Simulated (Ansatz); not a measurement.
# GeH2 (SMILES [GeH2]): levels of theory compared

Wanted: a comparison of 6 runs (UHF/STO-3G, B3LYP/STO-3G, HSE06/STO-3G, r2SCAN0/STO-3G, wB97X/STO-3G, UCCSD(T)/STO-3G) of GeH2. 

Program for the calculation: Ansatz 0.2.0.

41 further runs of the same task are left out: 7 that didn't finish, 34 set aside as unsound or not needed.

### Step 1. The system as given

The species is GeH2 (3 atoms), meant as a singlet with charge 0. SMILES: `[GeH2]`. The H3–Ge1 distance was set to 3.189 Å, away from the relaxed value. At this shape a bond of the SMILES string is far longer than usual.

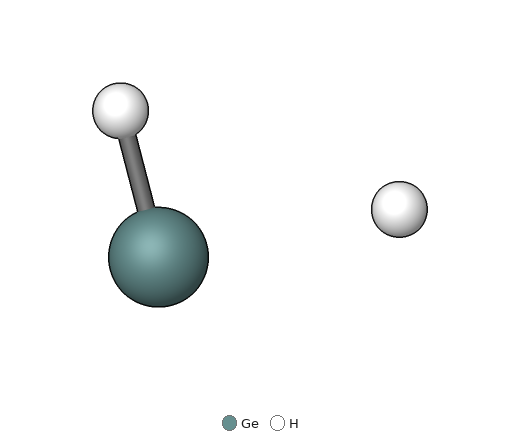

Viewed from a chosen angle; germanium teal, hydrogen white.

### Step 2. A single-point energy at UHF/STO-3G (run 1)

Contents of run.yaml:

```yaml
crystal:
  periodic: [false, false, false]
  atoms:
    - symbol: Ge
      position_ang: [-0.927306, 1.958928, -0.282100]
    - symbol: H
      position_ang: [0.425794, 2.297428, 0.490600]
    - symbol: H
      position_ang: [-0.212900, -1.148700, -0.245300]
basis:
  gaussian:
    orbitals: STO-3G
magnetization:
  spin_polarized: true
  initial_magnetization: 0
hamiltonian:
  xc: hf
accuracy: high
```

Command:

```sh
$ ansatz run run.yaml --threads 1 --pin off --max-ram 2610MiB --events-out events.jsonl --progress --plain --runs-dir runs
```

The log of the run:

```text
Warning: RAYON_NUM_THREADS=1 ignored (pool sized by the plan → 1); use --threads N
Functional definition: HF
  name "HF"
  exchange = exact_x
  correlation = 0
228 factors; integrals over basis functions are off by at most 5.6e-8 eV
mean field evaluation 1: about -55848.8901 eV, gradient 7.8e0 eV
mean field evaluation 2: about -55848.9025 eV, gradient 7.8e0 eV
mean field evaluation 4: about -55852.5939 eV, gradient 1.9e0 eV
mean field evaluation 8: about -55852.6535 eV, gradient 3.4e-2 eV
mean field evaluation 16: about -55852.6629 eV, gradient 4.4e-1 eV
mean field evaluation 32: about -55856.5133 eV, gradient 4.6e-2 eV
mean field evaluation 64: about -55855.8645 eV, gradient 2.9e0 eV
mean field evaluation 96: about -55856.4777 eV, gradient 5.9e-2 eV
mean field evaluation 128: about -55851.1413 eV, gradient 1.5e0 eV
mean field -55856.52531766 eV, -2052.6894445112 hartree, gradient 3.5e-8 eV, S^2 0.980808; 7 other end points of the search recorded, 0 dependent functions left out
reference -55856.52531766 eV, -2052.6894445112 hartree; 17, 17 occupied and 3, 3 virtual orbitals, 228 factors
Total energy: -55856.52531766 eV, -2052.6894445112 hartree
```

Run time: 0.47 s. Hardware: 1 thread of AMD EPYC 7R43 (Zen 3), shared host.

### Step 3. The energy at B3LYP/STO-3G (run 2)

Contents of in.yaml:

```yaml
crystal:
  periodic: [false, false, false]
  atoms:
    - {symbol: Ge, position_ang: [-0.927306, 1.958928, -0.282100]}
    - {symbol: H, position_ang: [0.425794, 2.297428, 0.490600]}
    - {symbol: H, position_ang: [-0.212900, -1.148700, -0.245300]}
basis:
  gaussian:
    orbitals: STO-3G
accuracy: high
hamiltonian:
  xc: {name: B3LYP}
magnetization:
  spin_polarized: false
  initial_magnetization: 0
```

Command:

```sh
$ ansatz run in.yaml --threads 1 --pin off --max-ram 2610MiB --events-out events.jsonl --progress --plain --runs-dir runs
```

The log of the run:

```text
Warning: RAYON_NUM_THREADS=1 ignored (pool sized by the plan → 1); use --threads N
Functional definition: B3LYP
  name "B3LYP"
  parameter a0 = 0.2
  parameter ax = 0.72
  parameter ac = 0.81
  exchange = (1 - a0 - ax)*slater_x + ax*b88_x + a0*exact_x
  correlation = (1 - ac)*vwn_rpa_c + ac*lyp_c
228 factors; integrals over basis functions are off by at most 5.6e-8 eV
mean field evaluation 1: about -55696.7860 eV, gradient 9.3e1 eV
mean field evaluation 2: about -55862.9650 eV, gradient 5.1e1 eV
mean field evaluation 4: about -55874.6946 eV, gradient 1.8e1 eV
mean field evaluation 8: about -55875.9640 eV, gradient 1.0e1 eV
mean field evaluation 16: about -55889.8769 eV, gradient 4.6e-1 eV
mean field evaluation 32: about -55879.3897 eV, gradient 4.9e1 eV
mean field -55889.87790966 eV, -2053.9151296600 hartree, gradient 2.2e-8 eV, S^2 0.000000; 4 other end points of the search recorded, 0 dependent functions left out
reference -55889.87793579 eV, -2053.9151306204 hartree; 17, 17 occupied and 3, 3 virtual orbitals, 228 factors
Total energy: -55889.87793579 eV, -2053.9151306204 hartree
```

Run time: 1.4 s. Hardware: 1 thread of AMD EPYC 7R43 (Zen 3), shared host; peak memory 0.1 GiB.

Run 3 isn't shown in full; the table further down has it.

### Step 4. A single-point energy at r2SCAN0/STO-3G (run 4)

Contents of molecule.yaml:

```yaml
crystal:
  periodic: [false, false, false]
  atoms:
    - {symbol: Ge, position_ang: [-0.927306, 1.958928, -0.282100]}
    - {symbol: H, position_ang: [0.425794, 2.297428, 0.490600]}
    - {symbol: H, position_ang: [-0.212900, -1.148700, -0.245300]}
basis:
  gaussian: {orbitals: STO-3G}
hamiltonian: {xc: {name: r2SCAN0}}
accuracy: high
```

Command:

```sh
$ ansatz run molecule.yaml --threads 1 --pin off --max-ram 2610MiB --events-out events.jsonl --progress --plain --runs-dir runs
```

The log of the run:

```text
Warning: RAYON_NUM_THREADS=1 ignored (pool sized by the plan → 1); use --threads N
Functional definition: r2SCAN0
  name "r2SCAN0"
  parameter a = 0.25
  parameter k0 = 0.174
  parameter k1 = 0.065
  parameter a1 = 4.9479
  exchange = (1 - a)*r2scan_x(k0 = k0, k1 = k1, a1 = a1) + a*exact_x
  correlation = r2scan_c
228 factors; integrals over basis functions are off by at most 5.6e-8 eV
mean field evaluation 1: about -55886.8868 eV, gradient 1.5e1 eV
mean field evaluation 2: about -55878.1859 eV, gradient 1.6e1 eV
mean field evaluation 4: about -55879.6320 eV, gradient 7.2e0 eV
mean field evaluation 8: about -55890.4300 eV, gradient 1.5e1 eV
mean field evaluation 16: about -55892.7384 eV, gradient 7.8e-8 eV
mean field -55892.73843673 eV, -2054.0202520910 hartree, gradient 7.8e-8 eV, S^2 0.000000; 0 other end points of the search recorded, 0 dependent functions left out
reference -55892.73843704 eV, -2054.0202521024 hartree; 17, 17 occupied and 3, 3 virtual orbitals, 228 factors
Total energy: -55892.73843704 eV, -2054.0202521024 hartree
```

It took 1.7 s on 1 thread of AMD EPYC 7R43 (Zen 3), shared host; peak memory 0.12 GiB.

Run 5 isn't shown in full; the table further down has it.

### Step 5. The energy at UCCSD(T)/STO-3G (run 6)

Contents of job.yaml:

```yaml
basis:
  gaussian:
    orbitals: STO-3G
crystal:
  periodic: [false, false, false]
  atoms:
    - {symbol: Ge, position_ang: [-0.927306, 1.958928, -0.282100]}
    - {symbol: H, position_ang: [0.425794, 2.297428, 0.490600]}
    - {symbol: H, position_ang: [-0.212900, -1.148700, -0.245300]}
magnetization:
  spin_polarized: true
correlation:
  method: ccsd_t
  frozen_orbitals: {Ge: 9, H: 0}
accuracy: high
scf:
  omitted_lower_state_checks: [cluster_reference, increment]
```

Command:

```sh
$ ansatz run job.yaml --threads 1 --pin off --max-ram 2610MiB --events-out events.jsonl --progress --plain --runs-dir runs
```

The log of the run:

```text
Warning: RAYON_NUM_THREADS=1 ignored (pool sized by the plan → 1); use --threads N
[... 17 lines left out ...]
9 core orbitals not correlated: weight in the atoms' cores, before any rotation towards them, 1.000 or more for the frozen orbitals, at most 0.000 for the correlated occupied ones
[... 38 lines left out ...]
WARN: these amplitudes may be one of several solutions (largest doubles amplitude 0.68, level shift 0.00 eV)
Total energy: -55857.54792778 eV, -2052.7270247399 hartree
Checks for a lower state left out: cluster_reference, increment
```

Wall time 1 s (1 thread of AMD EPYC 7R43 (Zen 3), shared host).

### Step 6. Overview of the runs

| run | level | frozen core orbitals | energy (Eh) | wall time |
| --- | --- | --- | --- | --- |
| 1 | UHF/STO-3G | – | -2052.689445 | 0.47 s |
| 2 | B3LYP/STO-3G | – | -2053.915131 | 1.4 s |
| 3 | HSE06/STO-3G | – | -2053.695223 | 1.7 s |
| 4 | r2SCAN0/STO-3G | – | -2054.020252 | 1.7 s |
| 5 | wB97X/STO-3G | – | -2053.939497 | 10 s |
| 6 | UCCSD(T)/STO-3G | 9 | -2052.727025 | 1 s |

### Step 7. Outcome

| quantity | value |
| --- | --- |
| run 6: total energy | -2052.72702 Eh |
| run 6: correlation energy (9 core orbitals frozen) | -37.6 mEh |
| run 6: (T) correction | -0.41 mEh |
| run 6: ⟨S²⟩ of the reference determinant | 0.981 |
| run 6: T1 diagnostic | 0.028 |

In words: Totals of different functionals can't be ranked against each other. In runs 1, 2, 3, 4, 5, 6 the basis is minimal, so the values are rough. In runs 2, 3, 4, 5 a closed-shell determinant meets a far-stretched bond, which it describes badly. Spin contamination of the reference: run 1 ⟨S²⟩ = 0.98, run 6 ⟨S²⟩ = 0.98. Where it is this large, the reference is a mixture of spin states, and values that rest on it are in doubt. All runs together took 17 s, the longest 10 s.
